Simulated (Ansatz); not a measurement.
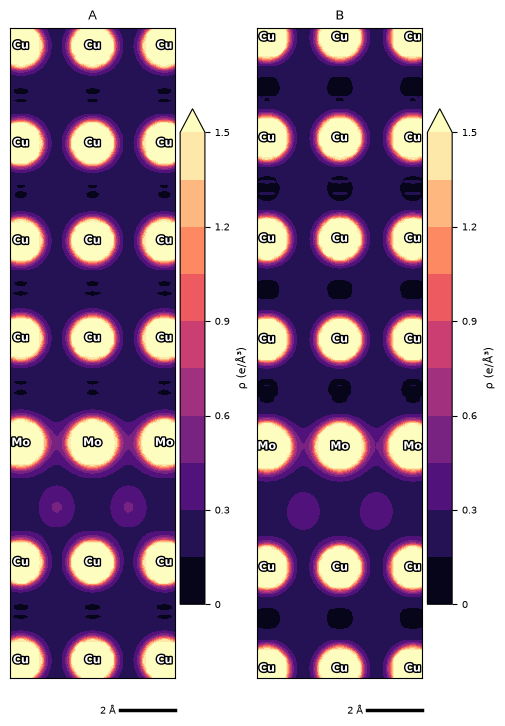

Cu5Mo. The valence pseudo-density of two cells that differ in size and shape, on the (100) plane of each (indices in the axes of the calculation cell), at one length scale and on one colour scale: B has 13.4 Å³ an atom and A 12.6.

Space group P4/nmm; a generated structure, not necessarily the stable one; computed without spin polarisation.

Theory: DFT PBE, scalar-relativistic, plane waves, PAW (Ansatz 0.2.0).

In a PAW calculation such maps are meaningful between the atoms, not at the nuclei.

The larger cell:

```
Cu Mo
1.0
     2.64870    0.00000    0.00000
     0.00000    2.64870    0.00000
     0.00000    0.00000   22.91764
Cu Mo
10 2
Direct
  0.50000 0.00000 0.69934
  0.00000 0.50000 0.61971
  0.50000 0.00000 0.53990
  0.50000 0.00000 0.85952
  0.00000 0.50000 0.77904
  0.00000 0.50000 0.14048
  0.50000 0.00000 0.22096
  0.00000 0.50000 0.30066
  0.50000 0.00000 0.38029
  0.00000 0.50000 0.46010
  0.00000 0.50000 0.94870
  0.50000 0.00000 0.05130
```

The smaller cell: a = 2.607 Å, b = 2.607 Å, c = 22.314 Å, α = 90.00°, β = 90.00°, γ = 90.00°.

What does the compression do to the bonding and the properties?

From the larger cell to the smaller, Mo–Mo goes from 2.65 to 2.61 Å, and the density at its midpoint from 0.44 to 0.47 e/Å³; the pressure goes from −8 to 0.0 GPa.
